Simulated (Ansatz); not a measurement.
LiSiH₂Te: several calculations on one system

**1. Relaxation**

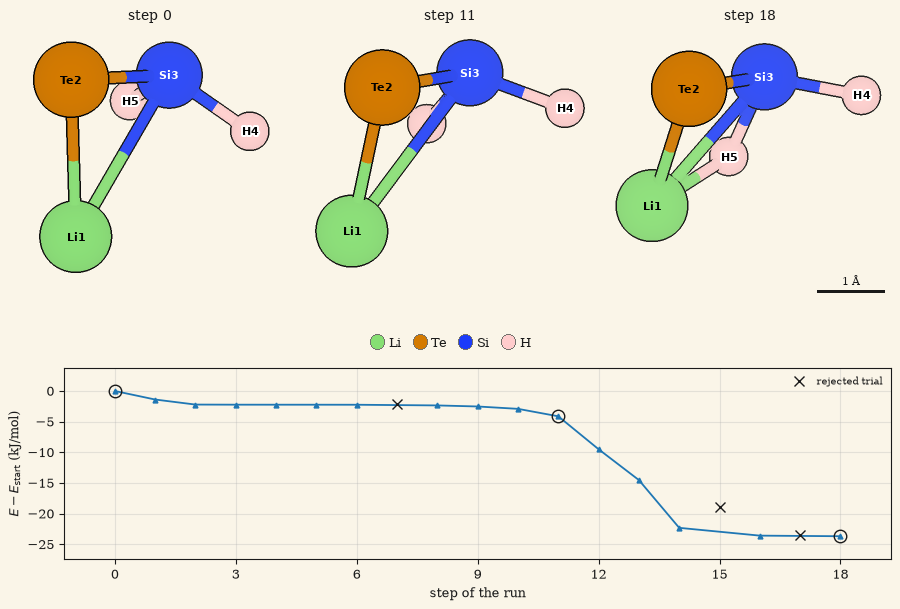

Frames of a relaxation of LiSiH₂Te (multiplicity 2), marked on the history of the run. A ball-and-stick model, seen from a free direction.

The run prepares an end point of a later path (inversion) calculation, from a guessed geometry.

Computed with Ansatz 0.2.0, UKS BHLYP-D4/def2-SVPD.

Input file:
```yaml
crystal:
  periodic: [false, false, false]
  atoms:
    - { symbol: Li, position_ang: [-0.65971, -0.91194, 1.72066] }
    - { symbol: Te, position_ang: [1.60362, -1.09319, 0.56922] }
    - { symbol: Si, position_ang: [0.26022, 0.44061, -0.79011] }
    - { symbol: H, position_ang: [-0.98466, -0.1112, -1.38006] }
    - { symbol: H, position_ang: [-0.21947, 1.67573, -0.11971] }
magnetization:
  spin_polarized: true
  initial_magnetization: 1
basis:
  gaussian: { orbitals: def2-SVPD }
hamiltonian:
  xc: { name: BHLYP }
  dispersion: d4
relax:
  f_tol: 0.015
  max_steps: 40
output:
  orbitals: {}
```

Launched with:
```bash
ansatz run input.yaml --threads 2 --pin off --max-ram 3072MiB --backend cpu --events-out ev --progress --plain --runs-dir out
```

### What happens along the run?

H5 moves most after the best rigid fit: 0.97 Å. Largest moves by element: H 0.97 Å, Li 0.85 Å, Te 0.36 Å, Si 0.08 Å. Near-neighbour distances that change, for instance: Li1–H5 3.206 → 1.847 Å, Li1–Si3 2.997 → 2.617 Å, Si3–H5 1.485 → 1.547 Å, Li1–Te2 2.546 → 2.539 Å. Bond angles that change, for instance: Te2–Si3–H5 116.6° → 104.0°, Li1–Te2–Si3 73.7° → 63.2°. Groups turn about Te2–Si3 by about 55°, Li1–Si3 by about 40°. After 15 accepted moves (18 points after the start) the energy has fallen by 23.7 kJ/mol. The largest force component goes from 0.3 to 0.0071 eV/Å. The line search rejected the trial steps at points 7, 15, 17 of the run. The forces were under the threshold at step 3, but the run went on from there. From step 0 to 11: H4 moves most (0.42 Å), energy −4.13 kJ/mol. From step 11 to 18: Li and H atoms move most (0.61 Å), energy −19.6 kJ/mol.

| step | E − E(0), kJ/mol | largest force component, eV/Å | note |
| --- | --- | --- | --- |
| 0 | 0.00 | 0.3023 |  |
| 1 | -1.39 | 0.2102 |  |
| 2 | -2.21 | 0.0478 |  |
| 3 | -2.23 | 0.0090 |  |
| 4 | -2.24 | 0.0029 |  |
| 5 | -2.24 | 0.0039 |  |
| 6 | -2.24 | 0.0108 |  |
| 7 | -2.18 | 0.1842 | rejected |
| 8 | -2.35 | 0.0611 |  |
| 9 | -2.53 | 0.1761 |  |
| 10 | -2.91 | 0.3124 |  |
| 11 | -4.13 | 0.4914 |  |
| 12 | -9.50 | 0.4425 |  |
| 13 | -14.52 | 0.3744 |  |
| 14 | -22.31 | 0.1914 |  |
| 15 | -18.85 | 0.5814 | rejected |
| 16 | -23.58 | 0.1093 |  |
| 17 | -23.47 | 0.2269 | rejected |
| 18 | -23.68 | 0.0071 |  |

**2. Relaxation**

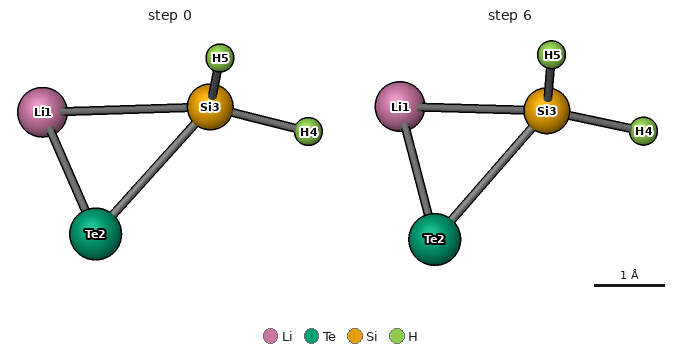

The structure of LiSiH2Te (multiplicity 2) before (left) and after (right) a relaxation, at one scale.

A ball-and-stick model, seen at a tilt.

The run prepares an end point of a later path (inversion) calculation, from a guessed geometry.

Computed with UKS BHLYP-D4/def2-SVPD (Ansatz 0.2.0).

The input:
```yaml
crystal:
  periodic: [false, false, false]
  atoms:
    - { symbol: Li, position_ang: [-0.65971, -0.91194, 1.72066] }
    - { symbol: Te, position_ang: [1.60362, -1.09319, 0.56922] }
    - { symbol: Si, position_ang: [0.26022, 0.44061, -0.79011] }
    - { symbol: H, position_ang: [0.00983, 0.03674, -2.19597] }
    - { symbol: H, position_ang: [0.77859, 1.8242, -0.93855] }
magnetization:
  spin_polarized: true
  initial_magnetization: 1
basis:
  gaussian: { orbitals: def2-SVPD }
hamiltonian:
  xc: { name: BHLYP }
  dispersion: d4
relax:
  f_tol: 0.015
  max_steps: 40
```

Run as
```bash
ansatz run input.yaml --threads 2 --pin off --max-ram 3072MiB --backend cpu --events-out ev --progress --plain --runs-dir out
```

Question: What changed between the two?

Answer: The atom that moves furthest after the best rigid fit is Li1 (0.30 Å). Largest moves by element: Li 0.30 Å, H 0.14 Å, Te 0.09 Å, Si 0.07 Å. Some distances before and after: Li1–Si3 2.997 → 2.678 Å, Li1–Te2 2.546 → 2.537 Å, Te2–Si3 2.451 → 2.443 Å. Among the angles between lasting bonds that change: Li1–Te2–Si3 73.7° → 65.0°, H4–Si3–H5 102.6° → 108.9°. The energy falls by 1.46 kcal/mol in 5 accepted moves (6 points after the start). Largest force component: 0.25 eV/Å at the start, 0.0045 eV/Å at the end. The line search rejected the trial step at point 3 of the run.

**3. Path**

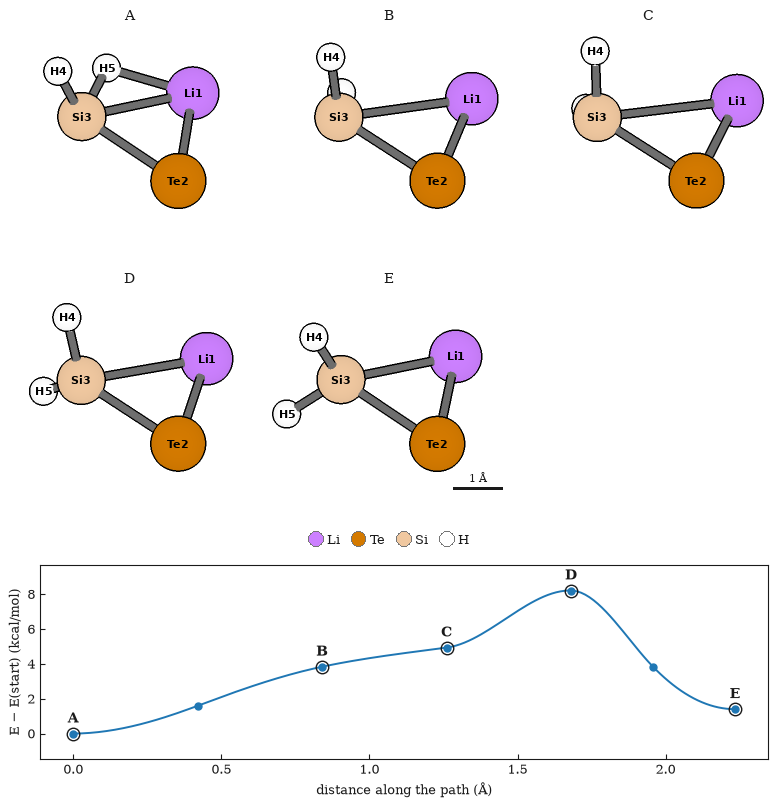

NEB run on LiSiH₂Te (multiplicity 2). Images are numbered from 0 (start) to 6 (end). Frames A to E are images 0, 2, 3, 4, 6. Style: ball-and-stick. Shown from a free direction.

The calculation used Ansatz 0.2.0, UKS BHLYP-D4/def2-SVPD.

Input file:
```yaml
crystal:
  periodic: [false, false, false]
  atoms:
    - { symbol: Li, position_ang: [-0.321455, -0.132219, 1.764099] }
    - { symbol: Te, position_ang: [1.395928, -1.418365, 0.406473] }
    - { symbol: Si, position_ang: [0.27996, 0.452513, -0.714759] }
    - { symbol: H, position_ang: [-0.663218, 0.093402, -1.811575] }
    - { symbol: H, position_ang: [-0.691214, 1.004679, 0.355762] }
magnetization:
  spin_polarized: true
  initial_magnetization: 1
basis:
  gaussian: { orbitals: def2-SVPD }
hamiltonian:
  xc: { name: BHLYP }
  dispersion: d4
neb:
  order_check: false
  images: 5
  f_tol: 0.05
  max_iterations: 54
  final_atoms:
    - { symbol: Li, position_ang: [-0.54519202, -1.01236125, 1.91657965] }
    - { symbol: Te, position_ang: [1.5648448, -1.07534826, 0.51012419] }
    - { symbol: Si, position_ang: [-0.21769749, 0.34624494, -0.36821998] }
    - { symbol: H, position_ang: [-0.84203735, -0.06599576, -1.65019936] }
    - { symbol: H, position_ang: [0.04008307, 1.80747034, -0.4082845] }
  initial_path:
    images:
      - { positions_ang: [[-0.321455, -0.132219, 1.764099], [1.395928, -1.418365, 0.406473], [0.27996, 0.452513, -0.714759], [-0.663218, 0.093402, -1.811575], [-0.691214, 1.004679, 0.355762]] }
      - { positions_ang: [[-0.41012559, -0.44446888, 1.82212332], [1.44766393, -1.30551279, 0.45665424], [0.18394599, 0.44021008, -0.67635288], [-0.74838185, 0.01987086, -1.75371413], [-0.47310147, 1.28991074, 0.15128945]] }
      - { positions_ang: [[-0.49879619, -0.75671877, 1.88014765], [1.49939986, -1.19266059, 0.50683548], [0.08793198, 0.42790716, -0.63794676], [-0.8335457, -0.05366028, -1.69585325], [-0.25498895, 1.57514248, -0.05318311]] }
      - { positions_ang: [[-0.58746678, -1.06896865, 1.93817197], [1.55113579, -1.07980838, 0.55701671], [-0.00808203, 0.41560424, -0.59954064], [-0.91870955, -0.12719142, -1.63799238], [-0.03687642, 1.86037422, -0.25765566]] }
      - { positions_ang: [[-0.5733752, -1.05009952, 1.93097453], [1.55570546, -1.07832167, 0.54138587], [-0.07795385, 0.39248447, -0.52243376], [-0.89315215, -0.10679287, -1.64206137], [-0.01122326, 1.84273959, -0.30786527]] }
      - { positions_ang: [[-0.55928361, -1.03123039, 1.92377709], [1.56027513, -1.07683497, 0.52575503], [-0.14782567, 0.36936471, -0.44532687], [-0.86759475, -0.08639432, -1.64613036], [0.01442991, 1.82510496, -0.35807489]] }
      - { positions_ang: [[-0.54519202, -1.01236125, 1.91657965], [1.5648448, -1.07534826, 0.51012419], [-0.21769749, 0.34624494, -0.36821998], [-0.84203735, -0.06599576, -1.65019936], [0.04008307, 1.80747034, -0.4082845]] }
```

Command:
```bash
ansatz run input.yaml --threads 2 --pin off --max-ram 3072MiB --backend cpu --events-out ev --progress --plain --runs-dir out
```

Question: Describe the mechanism and the energy profile.

Answer: Forward barrier 8.2 kcal/mol, backward barrier 6.8 kcal/mol, with image 4 at the top; the reaction energy is +1.4 kcal/mol. The motion is an umbrella inversion at Si3. No bond forms or breaks between the ends. Among the angles between lasting bonds that change up to the highest image: Li1–Si3–H5 44.0° → 99.0°, Te2–Si3–H5 104.0° → 122.2°. The band converged in 8 iterations, with a climbing image at the top.

Cost: 2.7 min on 2 threads of Arm Neoverse V2 (shared host), peak memory 0.26 GiB.
